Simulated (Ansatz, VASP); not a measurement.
# Cross-check of Ni (Ni(100)) between VASP and Ansatz

Wanted: the spread between two codes on one cell, functional and k mesh. Valence electrons are named where the data sets of a main pair hold unlike numbers.

Main program and level: Ansatz 0.2.0; plane waves, with VASP 6.6.1 beside it; band structure at PBE.

**1. The starting structure**

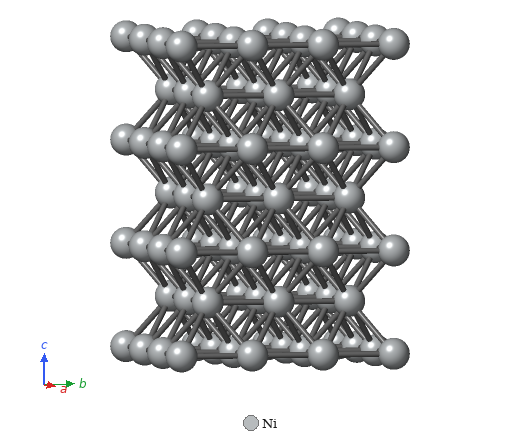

The cell as given, from the side, with the c axis up (nickel light grey). 3×3×1 cells are drawn. Some periodic images of atoms are drawn too.

The cell holds 7 atoms: 7 Ni. Its edges and angles: a = 2.489 Å, b = 2.489 Å, c = 28.560 Å, α = 90.0°, β = 90.0°, γ = 90.0°. Vacuum lies along c.

As a file:

```cif
data_structure
_symmetry_space_group_name_H-M 'P 1'
_symmetry_Int_Tables_number 1
_cell_length_a 2.4890
_cell_length_b 2.4890
_cell_length_c 28.5600
_cell_angle_alpha 90.000
_cell_angle_beta 90.000
_cell_angle_gamma 90.000
_cell_volume 176.93
loop_
_atom_site_label
_atom_site_type_symbol
_atom_site_fract_x
_atom_site_fract_y
_atom_site_fract_z
_atom_site_occupancy
Ni1 Ni 0.00000 0.00000 0.31513 1
Ni2 Ni 0.50000 0.50000 0.37675 1
Ni3 Ni 0.00000 0.00000 0.43838 1
Ni4 Ni 0.50000 0.50000 0.50000 1
Ni5 Ni 0.00000 0.00000 0.56162 1
Ni6 Ni 0.50000 0.50000 0.62325 1
Ni7 Ni 0.00000 0.00000 0.68487 1
```

**2. Ansatz: band structure, PBE**

Ansatz runs on its default PAW (the set named soft_2) files.

With cell and atoms fixed, the geometry can't cause a difference; cores, projectors, grids and the points listed under the comparison can.

The input, input.yaml:

```yaml
crystal:
  lattice:
    - [2.4890158698, 0.0, 0.0]
    - [0.0, 2.4890158698, 0.0]
    - [0.0, 0.0, 28.56]
  atoms:
    - { symbol: Ni, position: [0.0, 0.0, 0.3151260504], spin: 1.0 }
    - { symbol: Ni, position: [0.5, 0.5, 0.3767507003], spin: 1.0 }
    - { symbol: Ni, position: [0.0, 0.0, 0.4383753501], spin: 1.0 }
    - { symbol: Ni, position: [0.5, 0.5, 0.5], spin: 1.0 }
    - { symbol: Ni, position: [0.0, 0.0, 0.5616246499], spin: 1.0 }
    - { symbol: Ni, position: [0.5, 0.5, 0.6232492997], spin: 1.0 }
    - { symbol: Ni, position: [0.0, 0.0, 0.6848739496], spin: 1.0 }
hamiltonian:
  xc: pbe
  pseudopotentials: { kind: paw }
magnetization:
  spin_polarized: true
kpoints:
  mp_grid: { grid: [20, 20, 1] }
  band_path:
    path:
      - [0.5, 0.5, 0.0]
      - [0.46154, 0.46154, 0.0]
      - [0.42308, 0.42308, 0.0]
      - [0.34615, 0.34615, 0.0]
      - [0.30769, 0.30769, 0.0]
      - [0.23077, 0.23077, 0.0]
      - [0.19231, 0.19231, 0.0]
      - [0.15385, 0.15385, 0.0]
      - [0.07692, 0.07692, 0.0]
      - [0.03846, 0.03846, 0.0]
      - [0.0, 0.0, 0.0]
      - [0.0, 0.03846, 0.0]
      - [0.0, 0.07692, 0.0]
      - [0.0, 0.15385, 0.0]
      - [0.0, 0.19231, 0.0]
      - [0.0, 0.26923, 0.0]
      - [0.0, 0.30769, 0.0]
      - [0.0, 0.38462, 0.0]
      - [0.0, 0.42308, 0.0]
      - [0.0, 0.46154, 0.0]
      - [0.0, 0.5, 0.0]
      - [0.03846, 0.5, 0.0]
      - [0.11538, 0.5, 0.0]
      - [0.15385, 0.5, 0.0]
      - [0.19231, 0.5, 0.0]
      - [0.26923, 0.5, 0.0]
      - [0.30769, 0.5, 0.0]
      - [0.38462, 0.5, 0.0]
      - [0.42308, 0.5, 0.0]
      - [0.5, 0.5, 0.0]
    npoints: 1
scf:
  occupations: { method: fermi_dirac, width: 0.1 }
  n_extra_bands: 14
efield:
  axis: 3
  dipole_correction: true
  ramp_width: 0.04
output:
  forces: true
  eigenvalues: true
  write_density: true
  write_potential: true
  elf: true
  volumetric_format: npy
```

The run is started by

```console
$ ansatz run input.yaml --threads 4 --pin off --max-ram 9216MiB --backend cpu --events-out ev --progress --plain --runs-dir out
```

Numbers of over 12 decimals in the logs are rounded to 6 here.

Output:

```text
Warning: the band count 77 (scf.n_extra_bands) hosts the net moment |M| = 7.0000 μB (N_el = 126) but caps the reachable moment at 2·n_bands − N_el = 28.0000 μB, below the 80 bands that the automatic rule leaves for it — a moment growing past the seed, or the majority channel's smearing tail, pins there with fewer empty majority states than that count leaves; raise or omit scf.n_extra_bands unless the cap is intended
scf.n_extra_bands = 14 over 63 filled bands (N_el = 126.0): the run solves 77 bands
Engine: ansatz 0.2.0, aarch64-unknown-linux-gnu
Pseudopotentials: kind: paw
Pseudopotential: Ni, paw, valence charge 18, recommended cutoff 420 eV (normal), Ni.paw.azcp
Functional definition: PBE
  parameter kappa = 0.804
  parameter beta = 0.066725
  exchange = pbe_x(kappa = kappa, mu = beta*pi^2/3)
  correlation = pbe_c(beta = beta)
Crystal: 7 atoms, lattice volume = 176.935 Å³
Basis set: ecut = 420 eV, 3439 PW (Γ), exchange–correlation on 36×36×384 points (8 copies of the dense FFT grid, shifted against one another)
Bands: 77, of which v1, the nominal top of the filled ones, is band 63 counted from 1 (62 counted from 0)
Symmetry: 8 space group operations
k-points: 66 of 400
Non-local potential: Ni, projectors of the file, l = 0: 3, l = 1: 2, l = 2: 3, l = 3: 1
PAW form: soft (Blöchl's): semilocal exchange-correlation on the pseudo side does not see the compensation charge
PAW one-centre angular grid: Ni, 590 points (default); XC on 64 Gauss nodes
Initial density: superposition of atomic densities (neutral atoms: chi_scale 0, normalization atom)
Starting moments: Σ|m| = 7 μB on 7 of 7 sites
Initial wavefunctions: pseudopotential atomic-orbital guess
Functional: x = pbe(κ = 0.804, μ = 0.219515), c = pbe(β = 0.066725)
SCF iter   1: F=—  HF=-40870.101855 eV  |F-HF|=—  |Δ(HF+E_count)|=         —  Δρ=2.21e-2 (↑2.13e-2 ↓2.21e-2)  dr2=7.15e0  dr2_m=2.06e-1  M=6.073 μB ∫|m|=6.405 μB  β_m=1.00  ethr=3.10e-3  p=0.000 e·Å  D=2.92e-13 V/Å  ΔV_dip=-0.00 eV  dr2_dipole=3.55e-10  V_vac-E_F(+/−)=7.17/7.17 eV  ⟨swp⟩=9.4  Hψ=47948  notcnv=0  defer=136
Mixer restart at iter 1: flushing history
efield: sawtooth ramp at fractional position 0.9800 (placed from the atoms, in the widest stretch of the axis that holds none; the zero of the levels goes with the place), width 0.0400; the density the first Hamiltonian is built on has a dipole p = 0.000 e·Å; the dipole correction subtracts the counter field D = 2.92e-13 V/Å, which shifts the + side's vacuum level by -0.00 eV against the − side's; the planar-averaged density in the ramp window peaks in size at 1.1e-5 e/Å³
preconditioner: auto → LDOS  [metal: Δε(μ)=0.002 eV  Ē_g=6.809 eV  σ=0.100 eV  W_gap=0.00  n_scr=42 (ndim 8)  ℏωp=23.4 eV  f_vac=0.522  D(μ)=12.63/eV (n_scr^D=136)]
spin=Collinear: LDOS preconditioning applied to the charge; magnetization (m = ρ↑ − ρ↓) channel mixes plain (no charge-response kernel on spin).
SCF iter   2: F=—  HF=-40870.817226 eV  |F-HF|=—  |Δ(HF+E_count)|=   7.15e-1  Δρ=1.50e-2 (↑1.02e-2 ↓1.50e-2)  dr2=1.05e0  dr2_m=3.86e-2  M=5.558 μB ∫|m|=6.168 μB  β_m=0.30  ethr=3.10e-3  p=-0.000 e·Å  D=-3.53e-6 V/Å  ΔV_dip=0.00 eV  dr2_dipole=1.82e-8  V_vac-E_F(+/−)=6.24/6.24 eV  ⟨swp⟩=2.3  Hψ=17065  notcnv=0  defer=345
density mixer auto → msr1: a metal under ldos (density of states about μ 3.67 of a free-electron gas's, 42 screened modes)
SCF iter   3: F=—  HF=-40873.111007 eV  |F-HF|=—  |Δ(HF+E_count)|=    2.29e0  Δρ=1.18e-2 (↑5.34e-3 ↓1.18e-2)  dr2=2.75e-1  dr2_m=6.23e-2  M=5.401 μB ∫|m|=6.020 μB  β_m=0.51  ethr=8.36e-4  p=-0.000 e·Å  D=-5.40e-6 V/Å  ΔV_dip=0.00 eV  dr2_dipole=2.01e-8  V_vac-E_F(+/−)=5.82/5.82 eV  ⟨swp⟩=2.6  Hψ=15877  notcnv=0  defer=349
SCF iter   4: F=—  HF=-40875.781890 eV  |F-HF|=—  |Δ(HF+E_count)|=    2.67e0  Δρ=1.35e-2 (↑3.87e-3 ↓1.35e-2)  dr2=2.15e-1  dr2_m=8.59e-2  M=4.972 μB ∫|m|=5.616 μB  β_m=0.58  ethr=2.18e-4  p=-0.000 e·Å  D=-1.52e-6 V/Å  ΔV_dip=0.00 eV  dr2_dipole=4.33e-9  V_vac-E_F(+/−)=5.27/5.27 eV  ⟨swp⟩=3.2  Hψ=19358  notcnv=0  defer=381
SCF iter   5: F=—  HF=-40876.464482 eV  |F-HF|=—  |Δ(HF+E_count)|=   6.83e-1  Δρ=6.47e-3 (↑4.09e-3 ↓6.47e-3)  dr2=1.16e-1  dr2_m=2.01e-2  M=4.743 μB ∫|m|=5.348 μB  β_m=0.69  ethr=1.71e-4  p=-0.000 e·Å  D=-3.19e-6 V/Å  ΔV_dip=0.00 eV  dr2_dipole=5.20e-8  V_vac-E_F(+/−)=5.08/5.08 eV  ⟨swp⟩=2.3  Hψ=18820  notcnv=0  defer=405
SCF iter   6: F=—  HF=-40876.423567 eV  |F-HF|=—  |Δ(HF+E_count)|=   4.09e-2  Δρ=6.00e-3 (↑3.36e-3 ↓6.00e-3)  dr2=9.71e-2  dr2_m=4.55e-3  M=4.557 μB ∫|m|=5.160 μB  β_m=0.61  ethr=9.24e-5  p=0.000 e·Å  D=4.97e-6 V/Å  ΔV_dip=-0.00 eV  dr2_dipole=2.97e-8  V_vac-E_F(+/−)=4.91/4.91 eV  ⟨swp⟩=2.4  Hψ=20955  notcnv=0  defer=466
SCF iter   7: F=—  HF=-40876.480056 eV  |F-HF|=—  |Δ(HF+E_count)|=   5.65e-2  Δρ=1.55e-3 (↑7.76e-4 ↓1.55e-3)  dr2=7.02e-3  dr2_m=3.96e-4  M=4.617 μB ∫|m|=5.239 μB  β_m=0.52  ethr=7.71e-5  p=0.000 e·Å  D=2.54e-7 V/Å  ΔV_dip=-0.00 eV  dr2_dipole=2.80e-10  V_vac-E_F(+/−)=4.94/4.94 eV  ⟨swp⟩=2.2  Hψ=17900  notcnv=0  defer=472
SCF iter   8: F=—  HF=-40876.478434 eV  |F-HF|=—  |Δ(HF+E_count)|=   1.62e-3  Δρ=7.79e-4 (↑3.83e-4 ↓7.79e-4)  dr2=9.51e-4  dr2_m=1.92e-4  M=4.624 μB ∫|m|=5.252 μB  β_m=0.76  ethr=5.57e-6  p=0.000 e·Å  D=4.18e-7 V/Å  ΔV_dip=-0.00 eV  dr2_dipole=8.94e-10  V_vac-E_F(+/−)=4.90/4.90 eV  ⟨swp⟩=2.7  Hψ=16140  notcnv=0  defer=468
SCF iter   9: F=—  HF=-40876.481709 eV  |F-HF|=—  |Δ(HF+E_count)|=   3.28e-3  Δρ=2.77e-4 (↑1.66e-4 ↓2.77e-4)  dr2=3.79e-4  dr2_m=1.66e-5  M=4.639 μB ∫|m|=5.267 μB  β_m=0.64  ethr=7.55e-7  p=-0.000 e·Å  D=-3.98e-7 V/Å  ΔV_dip=0.00 eV  dr2_dipole=2.67e-9  V_vac-E_F(+/−)=4.91/4.91 eV  ⟨swp⟩=2.3  Hψ=19122  notcnv=0  defer=468
SCF iter  10: F=—  HF=-40876.481704 eV  |F-HF|=—  |Δ(HF+E_count)|=   5.59e-6  Δρ=2.14e-4 (↑1.31e-4 ↓2.14e-4)  dr2=9.21e-5  dr2_m=1.61e-5  M=4.642 μB ∫|m|=5.271 μB  β_m=0.69  ethr=3.01e-7  p=0.000 e·Å  D=2.76e-7 V/Å  ΔV_dip=-0.00 eV  dr2_dipole=1.80e-10  V_vac-E_F(+/−)=4.91/4.91 eV  ⟨swp⟩=2.1  Hψ=15244  notcnv=0  defer=468
SCF iter  11: F=—  HF=-40876.481746 eV  |F-HF|=—  |Δ(HF+E_count)|=   4.23e-5  Δρ=4.24e-5 (↑1.53e-5 ↓4.24e-5)  dr2=1.96e-6  dr2_m=1.22e-6  M=4.643 μB ∫|m|=5.273 μB  β_m=0.71  ethr=7.31e-8  p=-0.000 e·Å  D=-3.49e-7 V/Å  ΔV_dip=0.00 eV  dr2_dipole=4.00e-12  V_vac-E_F(+/−)=4.91/4.91 eV  ⟨swp⟩=2.6  Hψ=16497  notcnv=0  defer=468
SCF iter  12: F=—  HF=-40876.481748 eV  |F-HF|=—  |Δ(HF+E_count)|=   2.03e-6  Δρ=1.12e-5 (↑5.08e-6 ↓1.12e-5)  dr2=3.91e-7  dr2_m=5.14e-8  M=4.644 μB ∫|m|=5.274 μB  β_m=0.67  ethr=1.56e-9  p=0.000 e·Å  D=7.59e-7 V/Å  ΔV_dip=-0.00 eV  dr2_dipole=7.06e-10  V_vac-E_F(+/−)=4.91/4.91 eV  ⟨swp⟩=2.6  Hψ=20478  notcnv=0  defer=468
SCF iter  13: F=—  HF=-40876.481748 eV  |F-HF|=—  |Δ(HF+E_count)|=   4.61e-8  Δρ=7.71e-6 (↑3.16e-6 ↓7.71e-6)  dr2=1.54e-7  dr2_m=2.08e-8  M=4.644 μB ∫|m|=5.274 μB  β_m=0.79  ethr=3.11e-10  p=-0.000 e·Å  D=-8.22e-7 V/Å  ΔV_dip=0.00 eV  dr2_dipole=1.23e-9  V_vac-E_F(+/−)=4.91/4.91 eV  ⟨swp⟩=2.1  Hψ=15117  notcnv=0  defer=468
SCF iter  14: F=—  HF=-40876.481748 eV  |F-HF|=—  |Δ(HF+E_count)|=   3.25e-8  Δρ=6.13e-6 (↑4.05e-6 ↓6.13e-6)  dr2=9.55e-8  dr2_m=6.19e-9  M=4.644 μB ∫|m|=5.274 μB  β_m=0.71  ethr=1.22e-10  p=0.000 e·Å  D=1.06e-6 V/Å  ΔV_dip=-0.00 eV  dr2_dipole=2.01e-9  V_vac-E_F(+/−)=4.91/4.91 eV  ⟨swp⟩=2.4  Hψ=17382  notcnv=0  defer=468
SCF iter  15: F=—  HF=-40876.481748 eV  |F-HF|=—  |Δ(HF+E_count)|=   1.08e-8  Δρ=6.07e-6 (↑2.05e-6 ↓6.07e-6)  dr2=1.39e-7  dr2_m=9.81e-9  M=4.644 μB ∫|m|=5.274 μB  β_m=0.65  ethr=7.58e-11  p=-0.000 e·Å  D=-5.25e-7 V/Å  ΔV_dip=0.00 eV  dr2_dipole=1.97e-8  V_vac-E_F(+/−)=4.91/4.91 eV  ⟨swp⟩=2.6  Hψ=18918  notcnv=0  defer=468
SCF iter  16: F=-40876.481748 eV  HF=-40876.481748 eV  |F-HF|=4.36e-8  |Δ(HF+E_count)|=   1.53e-9  Δρ=3.58e-6 (↑1.35e-6 ↓3.58e-6)  dr2=4.92e-8  dr2_m=2.30e-9  M=4.644 μB ∫|m|=5.274 μB  ethr=7.58e-11  p=-0.000 e·Å  D=-7.05e-9 V/Å  ΔV_dip=0.00 eV  dr2_dipole=2.56e-10  V_vac-E_F(+/−)=4.91/4.91 eV  ⟨swp⟩=16.8  Hψ=83683  notcnv=0
SCF 1 converged in 16 iterations: F = -40876.481748 eV  dr2 = 4.92e-8
  greatest PAW one-centre occupation: 1.001 electrons in one spin orbital (limit 2), on the Ni atom at site 0 (counted from 0), in its partial waves of l = 1
WARN: The output density's exchange-correlation potential varies sharply where the density is thin. Do not read a vacuum level from v_tot or v_xc, or from such a field of the output density. On a cell that repeats whose density bears no net charge and no dipole along the vacuum's axis use v_es (v_loc + v_h of the components); under efield.dipole_correction with no amplitude use v_es + v_field, which holds any externa [...]
NSCF: frozen V_eff on 30 k-points
efield: sawtooth ramp at fractional position 0.9800 (kept from the solve that this one continues, or follows in the run), width 0.0400; the density the first Hamiltonian is built on has a dipole p = -0.000 e·Å; the dipole correction subtracts the counter field D = -7.05e-9 V/Å, which shifts the + side's vacuum level by +0.00 eV against the − side's; the planar-averaged density in the ramp window peaks in size at 1.9e-5 e/Å³
SCF converged after 16 iterations
Magnetization: 4.6435 μB (65.3218 up, 60.6782 down)
Absolute magnetization: 5.2788 μB (∫|ρ↑−ρ↓|, with the PAW one-centre terms)
Spin contamination: 0.0619 ħ² per cell (⟨S²⟩ above its minimum at these occupations)
Per-site moments (μB) at R_I (Å): [(0.766332, 1.026719), (0.686200, 1.026719), (0.676170, 1.026719), (0.655950, 1.026719), (0.676168, 1.026719), (0.686198, 1.026719), (0.766330, 1.026719)]
Free energy (F): -40876.481748 eV
Harris-Foulkes:  -40876.481748 eV  (|F-HF|=4.36e-8)
Internal energy: -40876.084637 eV  (E = F + TS)
E sigma→0 (E₀):  -40876.283193 eV
Entropy (-TS):   -0.397111 eV (-56.730 meV/atom)
Fermi energy:    5.082928 eV
Dipole field:    D = -0.000023 V/Å  (p = -0.000022 e·Å, saw-weighted, corrected)
Work function:   Φ+ = 4.9089 eV   Φ− = 4.9083 eV
Levels:          The Fermi level and band energies are counted from a zero that moves with the ramp; work functions are not
--- Per-component energies (eV) ---
  E_band       = -3623.580092
  E_kinetic    = 1971.504756
  E_local      = -384981.857359  (includes V_loc(G=0)·N_el)
  E_nonlocal   = 4457.844816
  E_hartree    = 189688.647658
  E_xc         = -589.395784
  E_vxc        = -759.652270  (∫ρ·V_xc dr)
  E_paw        = -11414.790642  (= ΣΔE_a)
  E_vpaw       = -3688.761431  (= ΣTr[D̂ρ^β])
  E_aug_tail   = 0.003715  (compensation charges beyond the density's cutoff)
  E_efield     = 0.000000  (sawtooth field / dipole correction)
  E_vefield    = 0.000000  (∫n·V_field dr)
  E_ewald      = 159991.958201
  E_smearing   = -0.397111  (= −TS)
  E_closure    = 0.000000  (closes the sum)
  Σ components = -40876.481748   (vs F -40876.481748, Δ=0.00e0)
--- Forces (eV/Å), atoms counted from 1 ---
  atom   1  Ni     0.00000000     0.00000000     0.31721336
  atom   2  Ni     0.00000000     0.00000000    -0.35342997
  atom   3  Ni     0.00000000     0.00000000     0.02297352
  atom   4  Ni     0.00000000     0.00000000    -0.00000151
  atom   5  Ni     0.00000000     0.00000000    -0.02297383
  atom   6  Ni    -0.00000000     0.00000000     0.35343118
  atom   7  Ni    -0.00000000     0.00000000    -0.31720963
  max |Σ_I F_I| component: 3.12e-6 eV/Å
--- Band table (eV; the first three rows and the last of 132) ---
  k-point 0 ↑: bands = [... 59 lower, 4.0990, 4.2423, 4.3891, 4.3981, 4.3981, 4.4770, 4.5200, 4.5695, ... 10 higher]
  k-point 1 ↑: bands = [... 59 lower, 4.0834, 4.2762, 4.3018, 4.3152, 4.4207, 4.4445, 4.4541, 4.5110, ... 10 higher]
  k-point 2 ↑: bands = [... 59 lower, 4.0751, 4.1403, 4.2462, 4.2931, 4.3149, 4.4163, 4.4306, 4.5246, ... 10 higher]
  k-point 65 ↓: bands = [... 59 lower, 5.4937, 5.4943, 5.7650, 5.7650, 7.9768, 7.9768, 9.2722, 9.2722, ... 10 higher]
```

It took 4.3 min on 4 threads of Arm Neoverse N1, shared host; peak memory 1.4 GiB.

(Continued in part 2 of 2.)

[Lines on the potential files, build, host, timing and source positions are cut from VASP's logs without a mark.]

[Logs are printed without paths, hosts, clocks, repeated set-up lines and the standing remarks that a program may print on its own settings, such as how far it seeks lower states.]

[Hosts, paths, dates, database ids (printed as entryN), source tags and the programs' standing remarks are cut or masked in the printed files.]
